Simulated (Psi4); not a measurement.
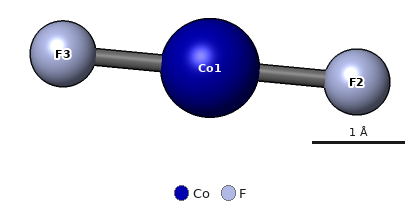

*The structure (ball-and-stick view, seen at an oblique angle; atoms are numbered from 1 in the order of the input). Sticks mark near contacts.*

# CoF2: optimise calculation

- system: CoF2, multiplicity 4
- method: SVWN-RPA/6-31G**, UKS (Psi4 1.11)

The run did not end well. The geometry comes from this level: GFN2-xTB.

## The input (job.inp)
```
memory 1.6 GB

molecule mol {
  0 4
  Co     0.000020     0.000010     0.000070
  F     -0.015840    -0.019580     1.616250
  F      0.015830     0.019570    -1.616320
}

set globals {
  basis 6-31G**
  reference uks
  geom_maxiter 60
  d_convergence 1e-06
  maxiter 100
  mom_start 5
}

result, w = optimize('svwn', return_wfn=True)
print_variables()
```

Run on 1 thread of Intel Xeon (Granite Rapids), 128 GiB of memory available, shared host.

Launch command:
```bash
psi4 job.inp job.out -n 1
```

## The program's output
```
Psi4 1.11 release

gradient() will perform analytic gradient computation.

   => Loading Basis Set <=

    Name: 6-31G**
    Role: ORBITAL
    Keyword: BASIS

         ---------------------------------------------------------
                                   SCF
                              UKS Reference
                        1 Threads,   1525 MiB Core
         ---------------------------------------------------------

  ==> Geometry <==

    Molecular point group: c1
    Full point group: C1v

    Geometry (in Angstrom), charge = 0, multiplicity = 4:

       Center              X                  Y                   Z               Mass
    ------------   -----------------  -----------------  -----------------  -----------------
         CO           0.000003916867     0.000011377120     0.000040987839    58.933194290000
         F            0.000003916867     0.000011377120     1.616417521973    18.998403162730
         F           -0.000016067017    -0.000046669037    -1.616544666567    18.998403162730

  Running in c1 symmetry.

  Rotational constants: A = 774588183.44224  B =      0.16979  C =      0.16979 [cm^-1]
  Rotational constants: A = 23221569545190.46094  B =   5090.12964  C =   5090.12964 [MHz]
  Nuclear repulsion =  172.356981708475871

  Charge       = 0
  Multiplicity = 4
  Electrons    = 45
  Nalpha       = 24
  Nbeta        = 21

  ==> Algorithm <==

  SCF Algorithm Type is DF.
  DIIS enabled.
  MOM enabled.
  Fractional occupation disabled.
  Guess Type is SAD.
  Energy threshold   = 1.00e-08
  Density threshold  = 1.00e-06
  Integral threshold = 1.00e-12

  ==> Primary Basis <==

  Basis Set: 6-31G**
    Blend: 6-31G**
    Number of shells: 24
    Number of basis functions: 69
    Number of Cartesian functions: 69
    Spherical Harmonics?: false
    Max angular momentum: 3

  ==> DFT Potential <==

   => LibXC <=

    Version 7.1.2

   => Composite Functional: SVWN <=

    Slater exchange
    Vosko, Wilk & Nusair (VWN5_RPA)

    Deriv               =              1
    GGA                 =          FALSE
    Meta                =          FALSE

    Exchange Hybrid     =          FALSE
    MP2 Hybrid          =          FALSE

   => Exchange Functionals <=

    1.0000         XC_LDA_X

   => Correlation Functionals <=

    1.0000   XC_LDA_C_VWN_RPA

   => LibXC Density Thresholds  <==

    XC_LDA_C_VWN_RPA:  1.00E-15
    XC_LDA_X:  1.00E-15

   => Molecular Quadrature <=

    Radial Scheme          =       TREUTLER
    Pruning Scheme         =           NONE
    Nuclear Scheme         =       TREUTLER

    Blocking Scheme        =         OCTREE
    BS radius alpha        =              1
    Pruning alpha          =              1
    Radial Points          =             75
    Spherical Points       =            302
    Total Points           =          65785
    Total Blocks           =            560
    Max Points             =            255
    Max Functions          =             68
    Weights Tolerance      =       1.00E-15

   => Loading Basis Set <=

    Name: (6-31G** AUX)
    Role: JKFIT
    Keyword: DF_BASIS_SCF

  ==> Integral Setup <==

  DFHelper Memory: AOs need 0.024 GiB; user supplied 1.091 GiB.
  SCF_SUBTYPE=INCORE selected. In-core MEM_DF algorithm will be used.
  Using in-core AOs.

  ==> MemDFJK: Density-Fitted J/K Matrices <==

    J tasked:                   Yes
    K tasked:                    No
    wK tasked:                   No
    Memory [MiB]:              1117
    Algorithm:                 Core
    Schwarz Cutoff:           1E-12
    Mask sparsity (%):       1.0502
    Fitting Condition:        1E-10

   => Auxiliary Basis Set <=

  Basis Set: (6-31G** AUX)
    Blend: CC-PVDZ-JKFIT + DEF2-UNIVERSAL-JKFIT
    Number of shells: 106
    Number of basis functions: 539
    Number of Cartesian functions: 539
    Spherical Harmonics?: false
    Max angular momentum: 6

  Cached 100.0% of DFT collocation blocks in 0.027 [GiB].

  Minimum eigenvalue in the overlap matrix is 1.5038086841E-03.
  Reciprocal condition number of the overlap matrix is 3.1208010075E-04.
    Using symmetric orthogonalization.

  ==> Pre-Iterations <==

  SCF Guess: Superposition of Atomic Densities via on-the-fly atomic UHF (no occupation information).

   -------------------------
    Irrep   Nso     Nmo
   -------------------------
     A         69      69
   -------------------------
    Total      69      69
   -------------------------

  ==> Iterations <==

                           Total Energy        Delta E     RMS |[F,P]|

   @DF-UKS iter SAD: -1578.15391753665403   -1.57815e+03   0.00000e+00
   @DF-UKS iter   1: -1572.87589609746965    5.27802e+00   6.78939e-02 DIIS/ADIIS
   @DF-UKS iter   2: -1527.28977481828588    4.55861e+01   1.64159e-01 ADIIS
   @DF-UKS iter   3: -1563.16636217508767   -3.58766e+01   7.46394e-02 DIIS/ADIIS
   @DF-UKS iter   4: -1579.29736459211335   -1.61310e+01   6.67632e-03 DIIS/ADIIS
   @DF-UKS iter   5: -1579.06964067901026    2.27724e-01   1.62729e-02 DIIS/ADIIS/MOM
   @DF-UKS iter   6: -1579.31816004800794   -2.48519e-01   8.50035e-03 DIIS/ADIIS/MOM
   @DF-UKS iter   7: -1579.33310972990489   -1.49497e-02   7.88725e-03 DIIS/ADIIS/MOM
   @DF-UKS iter   8: -1579.41198099889220   -7.88713e-02   8.51084e-04 DIIS/ADIIS/MOM
   @DF-UKS iter   9: -1578.15406006204262    1.25792e+00   1.55650e-02 DIIS/ADIIS/MOM
[... 81 lines of further cycles ...]
   @DF-UKS iter  91: -1508.08121783687034   -4.19934e+00   6.93920e-03 DIIS/ADIIS/MOM
   @DF-UKS iter  92: -1506.19000127354775    1.89122e+00   1.48291e-02 DIIS/ADIIS/MOM
   @DF-UKS iter  93: -1504.32864207585794    1.86136e+00   1.73819e-02 DIIS/ADIIS/MOM
   @DF-UKS iter  94: -1505.90244648141675   -1.57380e+00   1.23313e-02 DIIS/ADIIS/MOM
   @DF-UKS iter  95: -1508.41024520422457   -2.50780e+00   1.82801e-02 DIIS/ADIIS/MOM
   @DF-UKS iter  96: -1511.90071024924623   -3.49047e+00   1.19663e-02 DIIS/ADIIS/MOM
   @DF-UKS iter  97: -1539.65770061187231   -2.77570e+01   1.89123e-02 DIIS/ADIIS/MOM
   @DF-UKS iter  98: -1509.29407534936649    3.03636e+01   1.57213e-02 DIIS/ADIIS/MOM
   @DF-UKS iter  99: -1539.12466936700866   -2.98306e+01   2.55398e-02 DIIS/ADIIS/MOM
   @DF-UKS iter 100: -1505.63305401453977    3.34916e+01   1.20055e-02 DIIS/ADIIS/MOM

PsiException: Could not converge SCF iterations in 100 iterations.

  Failed to converge.

psi4.driver.p4util.exceptions.SCFConvergenceError: Could not converge SCF iterations in 100 iterations.

Printing out the relevant lines from the Psithon --> Python processed input file:
    core.set_global_option("REFERENCE", "uks")
    core.set_global_option("GEOM_MAXITER", 60)
    core.set_global_option("D_CONVERGENCE", 1e-06)
    core.set_global_option("MAXITER", 100)
    core.set_global_option("MOM_START", 5)
--> result, w = optimize('svwn', return_wfn=True)
    print_variables()

!-------------------------------------------------------!
!                                                       !
!  Could not converge SCF iterations in 100 iterations. !
!                                                       !
!-------------------------------------------------------!

    Psi4 run time: 0:00:12.76
```

## What the run reported

```tsv
quantity	value
outcome	not converged
wall time	14 s
peak memory	0.27 GiB
```

## Diagnosis

The run did not converge: “Could not converge SCF iterations in 100 iterations.” Its last values are not results. The record of the run, not the program, notes: occupations held by overlap or a lasting level shift; may not be the lowest state.
